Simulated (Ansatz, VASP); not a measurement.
# Cross-check of PbO2 between VASP and Ansatz

Wanted: the spread between two codes on one cell, functional and k mesh.

Calculated with Ansatz 0.2.0; plane waves, with VASP 6.6.1 beside it; single point at PBE and electric field gradients at PBEsol.

## Step 1: The structure

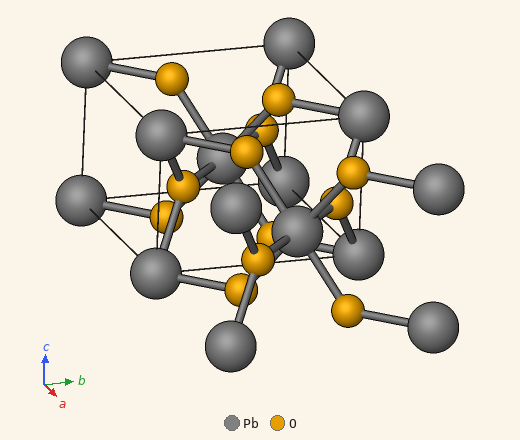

Start, viewed slightly off an axis; lead grey, oxygen orange. 2×1×1 cells are drawn. Some periodic images of atoms are drawn too.

## Step 2: Ansatz: single point, PBE

Ansatz runs on its default PAW (the set named soft_2) files.

With cell and atoms fixed, the geometry can't cause a difference; cores, projectors, grids and the points listed under the comparison can.

File input.yaml:

```yaml
crystal:
  lattice:
    - [4.99495987, 0.0, 0.0]
    - [0.0, 4.99495987, 0.0]
    - [0.0, 0.0, 3.40900096]
  atoms:
    - { symbol: Pb, position: [0.5, 0.5, 0.5] }
    - { symbol: Pb, position: [0.0, 0.0, 0.0] }
    - { symbol: O, position: [0.69257104, 0.69257104, 0.0] }
    - { symbol: O, position: [0.80742896, 0.19257104, 0.5] }
    - { symbol: O, position: [0.19257104, 0.80742896, 0.5] }
    - { symbol: O, position: [0.30742896, 0.30742896, 0.0] }
hamiltonian:
  xc: pbe
  pseudopotentials: { kind: paw }
kpoints:
  mp_grid: { grid: [6, 6, 8] }
scf:
  occupations: { method: fermi_dirac, width: 0.05 }
  n_extra_bands: 5
output:
  forces: true
  stress: true
  eigenvalues: true
  write_density: true
  write_potential: true
  elf: true
  volumetric_format: npy
```

Started as:

```console
ansatz run input.yaml --threads 4 --pin off --max-ram 9216MiB --backend cpu --events-out ev --progress --plain --runs-dir out
```

Numbers of over 12 decimals in the logs are rounded to 6 here.

The program printed:

```text
scf.n_extra_bands = 5 over 26 filled bands (N_el = 52.0): the run solves 31 bands
Engine: ansatz 0.2.0, aarch64-unknown-linux-gnu
Pseudopotentials: kind: paw
Pseudopotential: Pb, paw, valence charge 14, recommended cutoff 420 eV (normal), Pb.paw.azcp
Pseudopotential: O, paw, valence charge 6, recommended cutoff 420 eV (normal), O.paw.azcp
Functional definition: PBE
  parameter kappa = 0.804
  parameter beta = 0.066725
  exchange = pbe_x(kappa = kappa, mu = beta*pi^2/3)
  correlation = pbe_c(beta = beta)
Crystal: 6 atoms, lattice volume = 85.053 Å³
Basis set: ecut = 420 eV, 1663 PW (Γ), exchange–correlation on 72×72×48 points (8 copies of the dense FFT grid, shifted against one another)
Bands: 31, of which v1, the nominal top of the filled ones, is band 26 counted from 1 (25 counted from 0)
Symmetry: 16 space group operations
Space group: P42/mnm (ITA 136), of the structure as read, at distance tolerance 4.4e-5 Å
k-points: 50 of 288
Non-local potential: Pb, projectors of the file, l = 0: 2, l = 1: 2, l = 2: 2, l = 3: 2
Non-local potential: O, projectors of the file, l = 0: 2, l = 1: 2, l = 2: 1
PAW form: soft (Blöchl's): semilocal exchange-correlation on the pseudo side does not see the compensation charge
PAW one-centre angular grid: Pb, 590 points (default); XC on 64 Gauss nodes
PAW one-centre angular grid: O, 110 points (default); XC on 64 Gauss nodes
Initial density: superposition of atomic densities (neutral atoms: chi_scale 0, normalization atom), corrected by the library's trained network
Initial wavefunctions: pseudopotential atomic-orbital guess
Functional: x = pbe(κ = 0.804, μ = 0.219515), c = pbe(β = 0.066725)
SCF iter   1: F=—  HF=-26077.395612 eV  |F-HF|=—  |Δ(HF+E_count)|=         —  Δρ=3.49e-3  dr2=7.63e-3  ethr=1.77e-3  ⟨swp⟩=6.6  Hψ=7128  notcnv=0
preconditioner: auto → Kerker (q_TF=auto, 2.513 Å⁻¹)  [metal: Δε(μ)=0.100 eV  Ē_g=15.629 eV  σ=0.050 eV  W_gap=0.44  n_scr=18 (ndim 8)  ℏωp=29.0 eV  f_vac=0.057  D(μ)=0.41/eV (n_scr^D=0)]
SCF iter   2: F=—  HF=-26077.395901 eV  |F-HF|=—  |Δ(HF+E_count)|=   2.89e-4  Δρ=1.49e-3  dr2=1.19e-3  ethr=1.47e-5  ⟨swp⟩=2.0  Hψ=3283  notcnv=0  defer=18
SCF iter   3: F=—  HF=-26077.396229 eV  |F-HF|=—  |Δ(HF+E_count)|=   3.27e-4  Δρ=7.00e-4  dr2=4.74e-4  ethr=2.28e-6  ⟨swp⟩=1.2  Hψ=1576  notcnv=0  defer=18
SCF iter   4: F=—  HF=-26077.396404 eV  |F-HF|=—  |Δ(HF+E_count)|=   1.75e-4  Δρ=1.96e-4  dr2=4.60e-5  ethr=9.11e-7  ⟨swp⟩=2.2  Hψ=2282  notcnv=0  defer=18
SCF iter   5: F=—  HF=-26077.396241 eV  |F-HF|=—  |Δ(HF+E_count)|=   1.63e-4  Δρ=4.70e-5  dr2=3.47e-6  ethr=8.85e-8  ⟨swp⟩=2.2  Hψ=2288  notcnv=0  defer=18
SCF iter   6: F=—  HF=-26077.396242 eV  |F-HF|=—  |Δ(HF+E_count)|=   1.45e-6  Δρ=1.94e-5  dr2=5.41e-7  ethr=6.68e-9  ⟨swp⟩=2.7  Hψ=2810  notcnv=0  defer=18
SCF iter   7: F=-26077.396242 eV  HF=-26077.396242 eV  |F-HF|=3.31e-8  |Δ(HF+E_count)|=   3.03e-7  Δρ=4.98e-6  dr2=3.00e-8  ethr=1.92e-10  ⟨swp⟩=16.0  Hψ=13756  notcnv=0
SCF 1 converged in 7 iterations: F = -26077.396242 eV  dr2 = 3.00e-8
  greatest PAW one-centre occupation: 0.988 electrons in one spin orbital (limit 2), on the Pb atom at site 0 (counted from 0), in its partial waves of l = 2
SCF converged after 7 iterations
Free energy (F): -26077.396242 eV
Harris-Foulkes:  -26077.396242 eV  (|F-HF|=3.31e-8)
Internal energy: -26077.392442 eV  (E = F + TS)
E sigma→0 (E₀):  -26077.394342 eV
Entropy (-TS):   -0.003800 eV (-0.633 meV/atom)
Fermi energy:    7.952848 eV
--- Per-component energies (eV) ---
  E_band       = -86.608235
  E_kinetic    = 1281.915171
  E_local      = -3438.003112  (includes V_loc(G=0)·N_el)
  E_nonlocal   = 904.308846
  E_hartree    = 1323.211964
  E_xc         = -726.626408
  E_vxc        = -630.154614  (∫ρ·V_xc dr)
  E_paw        = -21468.294913  (= ΣΔE_a)
  E_vpaw       = -851.109835  (= ΣTr[D̂ρ^β])
  E_aug_tail   = 0.009632  (compensation charges beyond the density's cutoff)
  E_ewald      = -3953.913622
  E_smearing   = -0.003800  (= −TS)
  E_closure    = 0.000000  (closes the sum)
  Σ components = -26077.396242   (vs F -26077.396242, Δ=0.00e0)
--- Forces (eV/Å), atoms counted from 1 ---
  atom   1  Pb     0.00000000     0.00000000     0.00000000
  atom   2  Pb     0.00000000    -0.00000000     0.00000000
  atom   3  O      0.02856099     0.02856099     0.00000000
  atom   4  O     -0.02856099     0.02856099     0.00000000
  atom   5  O      0.02856099    -0.02856099     0.00000000
  atom   6  O     -0.02856099    -0.02856099     0.00000000
  max |Σ_I F_I| component: 1.04e-17 eV/Å
--- Stress (GPa, compression-positive) ---
        5.335371       0.000000       0.000000
        0.000000       5.335371       0.000000
        0.000000       0.000000       6.440415
  P = ⅓ Tr σ = 5.7037 GPa (57.037 kbar)
--- Band table (eV; the first three rows and the last of 50) ---
  k-point 0: bands = [... 22 lower, 7.3029, 7.3029, 7.3100, 7.3100, 7.9780, 12.1570, 13.8063, 13.8063, ... 1 higher]
  k-point 1: bands = [... 22 lower, 6.7712, 7.3952, 7.3952, 7.8789, 8.1823, 12.2716, 14.3614, 14.3614, ... 1 higher]
  k-point 2: bands = [... 22 lower, 6.1190, 7.3456, 7.3456, 7.6049, 9.6258, 12.3900, 15.5888, 15.5888, ... 1 higher]
  k-point 49: bands = [... 22 lower, 7.2352, 7.2352, 7.3786, 7.3786, 10.7372, 10.7372, 16.2506, 16.2506, ... 1 higher]
```

It took 5.5 s on 4 threads of Arm Neoverse N1, shared host; peak memory 0.43 GiB; 20 s of CPU time.

The column dr2 measures how far the density is from self-consistency, as an energy; F and HF (Harris–Foulkes) agree once it is small.

The run ends at a pressure of 5.70 GPa, with forces up to 0.040 eV/Å.

## Step 3: VASP: single point, PBE

The same cell, functional, mesh and smearing now go to VASP, with its own data sets and cutoff.

Lines of VASP's logs that name or quote its potential files are left out, and so is its time.

File INCAR:

```
SYSTEM = PbO2
PREC = Accurate
ENCUT = 520
EDIFF = 1E-06
NELM = 100
ISMEAR = -1
SIGMA = 0.05
LREAL = .FALSE.
ALGO = Normal
GGA = PE
LORBIT = 11
LWAVE = .FALSE.
LCHARG = .TRUE.
ISIF = 2
LELF = .TRUE.
LVHAR = .TRUE.
```

File POSCAR:

```
PbO2
1.0
    4.9949598700      0.0000000000      0.0000000000
    0.0000000000      4.9949598700      0.0000000000
    0.0000000000      0.0000000000      3.4090009600
Pb O
2 4
Direct
    0.5000000000      0.5000000000      0.5000000000
    0.0000000000      0.0000000000      0.0000000000
    0.6925710400      0.6925710400      0.0000000000
    0.8074289600      0.1925710400      0.5000000000
    0.1925710400      0.8074289600      0.5000000000
    0.3074289600      0.3074289600      0.0000000000
```

File KPOINTS:

```
Automatic mesh
0
Gamma
6 6 8
0 0 0
```

Potentials, in the order of the species: Pb_d and O (PBE family, release 64).

Started as:

```console
mpirun -np 2 vasp_std
```

The program printed:

```text
[banner, memory and clock lines left out]
running    2 mpi-ranks, on    1 nodes
 distrk:  each k-point on    2 cores,    1 groups
 distr:  one band on    1 cores,    2 groups

 POSCAR found type information on POSCAR PbO
 POSCAR found :  2 types and       6 ions
 LDA part: xc-table for (Slater+PW92), standard interpolation
 POSCAR, INCAR and KPOINTS ok, starting setup
 FFT: planning ... GRIDC
 FFT: planning ... GRID_SOFT
 FFT: planning ... GRID
 WAVECAR not read
 entering main loop
       N       E                     dE             d eps       ncg     rms          rms(c)
DAV:   1     0.686614466078E+03    0.68661E+03   -0.26473E+04  3200   0.198E+03
DAV:   2     0.528008204534E+02   -0.63381E+03   -0.60863E+03  3560   0.543E+02
DAV:   3    -0.338879399922E+02   -0.86689E+02   -0.84933E+02  4104   0.220E+02
DAV:   4    -0.374097082948E+02   -0.35218E+01   -0.35114E+01  3856   0.487E+01
DAV:   5    -0.375595818007E+02   -0.14987E+00   -0.14984E+00  4432   0.936E+00    0.141E+01
DAV:   6    -0.317878837440E+02    0.57717E+01   -0.23667E+01  5056   0.558E+01    0.452E+00
DAV:   7    -0.318195864101E+02   -0.31703E-01   -0.17720E+00  3680   0.103E+01    0.277E+00
DAV:   8    -0.318159225400E+02    0.36639E-02   -0.46353E-01  5032   0.682E+00    0.121E+00
DAV:   9    -0.317854450780E+02    0.30477E-01   -0.11664E-01  5192   0.438E+00    0.134E-01
DAV:  10    -0.317870973967E+02   -0.16523E-02   -0.10758E-02  3640   0.591E-01    0.122E-01
DAV:  11    -0.317870711384E+02    0.26258E-04   -0.34567E-04  4904   0.176E-01    0.446E-02
DAV:  12    -0.317870592462E+02    0.11892E-04   -0.52004E-05  4872   0.552E-02    0.162E-02
DAV:  13    -0.317870545569E+02    0.46893E-05   -0.23791E-05  4040   0.557E-02    0.553E-03
DAV:  14    -0.317870551681E+02   -0.61118E-06   -0.24611E-06  2992   0.161E-02
   1 F= -.31787055E+02 E0= -.31785062E+02  d E =-.398569E-02
```

OUTCAR, selected parts (step 3):

```text
ion  position               nearest neighbor table
   1  0.500  0.500  0.500-   4 2.17   5 2.17   3 2.18   6 2.18   3 2.18   6 2.18   2 3.92   2 3.92
                             2 3.92   2 3.92   2 3.92   2 3.92   2 3.92   2 3.92
   2  0.000  0.000  0.000-   3 2.17   6 2.17   5 2.18   4 2.18   4 2.18   5 2.18   1 3.92   1 3.92
                             1 3.92   1 3.92   1 3.92   1 3.92   1 3.92   1 3.92
   3  0.693  0.693  0.000-   2 2.17   1 2.18   1 2.18
   4  0.807  0.193  0.500-   1 2.17   2 2.18   2 2.18
   5  0.193  0.807  0.500-   1 2.17   2 2.18   2 2.18
   6  0.307  0.307  0.000-   2 2.17   1 2.18   1 2.18

  LATTYP: Found a simple tetragonal cell.
 ALAT       =     4.9949598700
 C/A-ratio  =     0.6824881578

 Subroutine GETGRP returns: Found 16 space group operations
 (whereof  8 operations were pure point group operations)

The static configuration has the point symmetry D_2h.
 The point group associated with its full space group is D_4h.

 Found     50 irreducible k-points:

   k-points           NKPTS =     50   k-points in BZ     NKDIM =     50   number of bands    NBANDS=     32

   dimension x,y,z NGX =    40 NGY =   40 NGZ =   28
   dimension x,y,z NGXF=    80 NGYF=   80 NGZF=   56

   ENCUT  =  520.0 eV  38.22 Ry    6.18 a.u.   9.29  9.29  6.34*2*pi/ulx,y,z

   NELECT =      52.0000    total number of electrons

 k-points in reciprocal lattice and weights: Automatic mesh
   0.00000000  0.00000000  0.00000000       0.003
   0.16666667  0.00000000  0.00000000       0.014
   0.33333333  0.00000000  0.00000000       0.014
   0.50000000  0.00000000  0.00000000       0.007
   0.16666667  0.16666667  0.00000000       0.014
   0.33333333  0.16666667  0.00000000       0.028
   0.50000000  0.16666667  0.00000000       0.014
   0.33333333  0.33333333  0.00000000       0.014
   0.50000000  0.33333333  0.00000000       0.014
[...]
0.50000000  0.33333333  0.50000000       0.014
   0.50000000  0.50000000  0.50000000       0.003

 average (electrostatic) potential at core
       1 -91.3526       2 -91.3526       3 -69.6485       4 -69.6485       5 -69.6485
       6 -69.6485

 E-fermi :   4.2542

 k-point     1 :       0.0000    0.0000    0.0000
  band No.  band energies     occupation
    ...
     23       3.5877      2.00000
     24       3.5877      2.00000
     25       3.6093      1.99999
     26       3.6093      1.99999
     27       4.2879      0.67499
     28       8.4257      0.00000
     29      10.0863      0.00000
     30      10.0863      0.00000
     31      13.8826      0.00000
     32      14.1252      0.00000

 k-point     2 :       0.1667    0.0000    0.0000
  band No.  band energies     occupation
    ...
     23       3.5716      2.00000
     24       3.5811      2.00000
     25       3.6399      1.99999
     26       4.1543      1.76105
     27       4.2670      0.87310
     28       8.2048      0.00000
     29      10.1959      0.00000
     30      10.2434      0.00000
     31      13.8687      0.00000
     32      14.3577      0.00000

 k-point     3 :       0.3333    0.0000    0.0000
  band No.  band energies     occupation
    ...
     22       3.2359      2.00000
     23       3.5502      2.00000
     24       3.5649      2.00000
     25       3.7194      1.99995
     26       3.9682      1.99346
     27       5.3929      0.00000
     28       7.5758      0.00000
     29      10.4818      0.00000
     30      10.5571      0.00000
     31      13.8481      0.00000
    ...

  Total        2.9412741      2.9412741      3.6200212      0.0000000      0.0000000      0.0000000
  in kB       55.4057639     55.4057639     68.1915510      0.0000000      0.0000000      0.0000000
  external PRESSURE =      59.6676930 kB  Pullay stress =       0.0000000 kB

  energy-cutoff  :      520.00
  volume of cell :       85.05
      direct lattice vectors                 reciprocal lattice vectors
     4.994959870  0.000000000  0.000000000     0.200201809  0.000000000  0.000000000
     0.000000000  4.994959870  0.000000000     0.000000000  0.200201809  0.000000000
     0.000000000  0.000000000  3.409000960     0.000000000  0.000000000  0.293341073

 POSITION                                       TOTAL-FORCE (eV/Angst)
 -----------------------------------------------------------------------------------
      2.49748      2.49748      1.70450         0.000000      0.000000      0.000000
      0.00000      0.00000      0.00000         0.000000      0.000000      0.000000
      3.45936      3.45936      0.00000         0.034252      0.034252      0.000000
      4.03308      0.96188      1.70450        -0.034252      0.034252      0.000000
      0.96188      4.03308      1.70450         0.034252     -0.034252     -0.000000
      1.53560      1.53560      0.00000        -0.034252     -0.034252     -0.000000
 -----------------------------------------------------------------------------------
    total drift:                               -0.000000      0.000000      0.000000

  FREE ENERGIE OF THE ION-ELECTRON SYSTEM (eV)
  ---------------------------------------------------
  free  energy   TOTEN  =       -31.7870551681 eV

  energy  without entropy=      -31.7830694743  energy(sigma->0) =      -31.78506232

 total charge
# of ion       s       p       d       tot
------------------------------------------
    1        1.038   0.776  10.032  11.846
    2        1.038   0.776  10.032  11.846
    3        1.579   3.392   0.000   4.971
    4        1.579   3.392   0.000   4.971
    5        1.579   3.392   0.000   4.971
    6        1.579   3.392   0.000   4.971
--------------------------------------------------
tot          8.393  15.121  20.064  43.578

[... 3 further parts left out ...]
```

The run ends at a pressure of 5.97 GPa, with forces up to 0.048 eV/Å.

## Step 4: Comparison

Known differences besides the PAW data sets themselves: the cutoff is 420 eV in Ansatz and 520 eV in VASP; VASP leaves aspherical gradient terms in its spheres out (LASPH is not set), Ansatz keeps them. Total energies have different zeros and are not compared.

Compared:

```csv
quantity,Ansatz,VASP,difference
pressure (GPa),5.70,5.97,-0.26
```

Forces (eV/Å; atoms numbered as in POSCAR):

```csv
atom,"Ansatz x, y, z","VASP x, y, z"
Pb1,"0.000, 0.000, 0.000","0.000, 0.000, 0.000"
Pb2,"0.000, 0.000, 0.000","0.000, 0.000, 0.000"
O3,"0.029, 0.029, 0.000","0.034, 0.034, 0.000"
O4,"-0.029, 0.029, 0.000","-0.034, 0.034, 0.000"
O5,"0.029, -0.029, 0.000","0.034, -0.034, 0.000"
O6,"-0.029, -0.029, 0.000","-0.034, -0.034, 0.000"
```

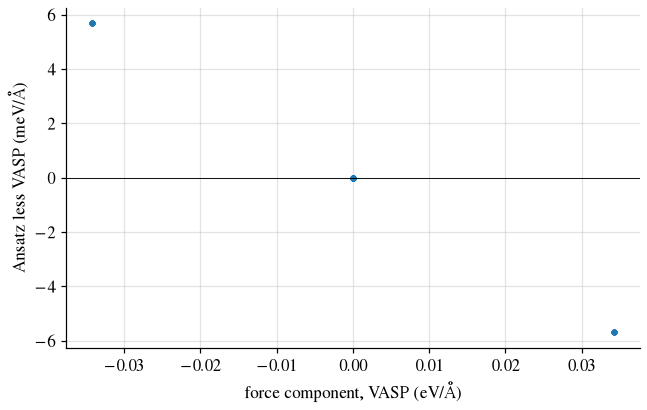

Difference of the force components against their size.

The forces differ by 3.8 meV/Å r.m.s., which is 16.6 % of the r.m.s. force of 0.02 eV/Å (both taken over all components). Ansatz's pressure holds a Pulay correction of 0.58 GPa; VASP's holds none.

(Part 1 of 2 ends here.)

[Lines on the potential files, build, host, timing and source positions are cut from VASP's logs without a mark.]

[Logs are printed without paths, hosts, clocks, repeated set-up lines and the standing remarks that a program may print on its own settings, such as how far it seeks lower states.]

[Hosts, paths, dates, database ids (printed as entryN), source tags and the programs' standing remarks are cut or masked in the printed files.]
